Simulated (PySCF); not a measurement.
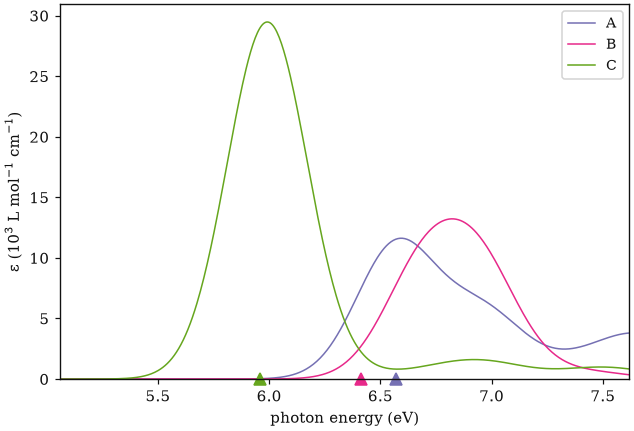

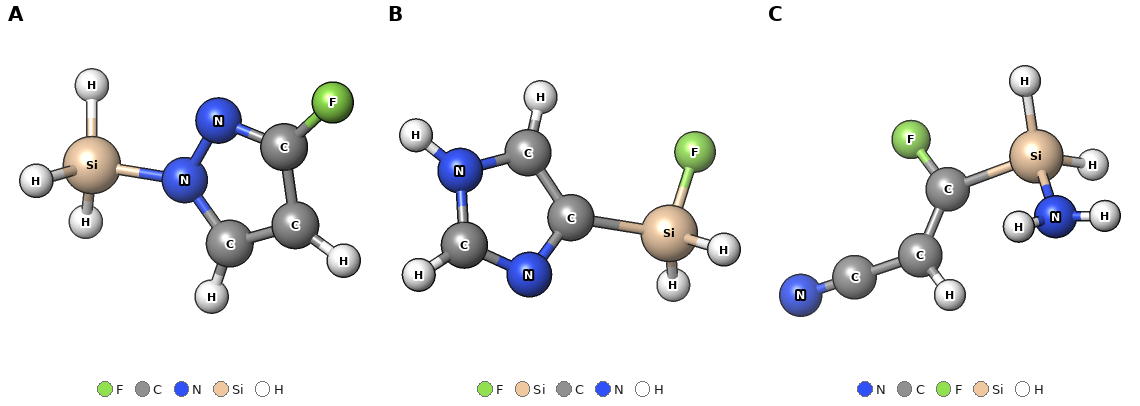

Related molecules: A is C₃H₅FN₂Si, SMILES Fc1ccn([SiH3])n1; B is C₃H₅FN₂Si, SMILES F[SiH2]c1c[nH]cn1; C is C₃H₅FN₂Si, SMILES N#C/C=C(\F)[SiH2]N. Vertical TDDFT absorption, CAM-B3LYP/def2-SVPD with PySCF 2.14.0, at a GFN2-xTB geometry (no frequency check); Gaussians of 1/e half-width 0.25 eV, triangles mark S1, and the range ends where the computed states of one molecule run out.

**How does the lowest singlet move?**

A: 6.57 eV (f = 0.169, mainly HOMO → LUMO+1 (60 %)); B: 6.41 eV (f = 0.000, mainly HOMO → LUMO (92 %)); C: 5.96 eV (f = 0.231, mainly HOMO → LUMO (53 %)). From A to B it shifts 0.15 eV to the red, but one of these states is bright and the other nearly dark, so it isn't one band that moves. From A to C it shifts 0.61 eV to the red; the leading orbital pair differs.

**And the brightest state of each within the range drawn?**

A: S1 at 6.57 eV, f = 0.17; B: S5 at 6.94 eV, f = 0.13; C: S1 at 5.96 eV, f = 0.23.

Limits of at least one run: core orbitals are frozen in the response; one conformer of a flexible molecule; the tight-binding geometry is rougher than a DFT one and adds to the error.
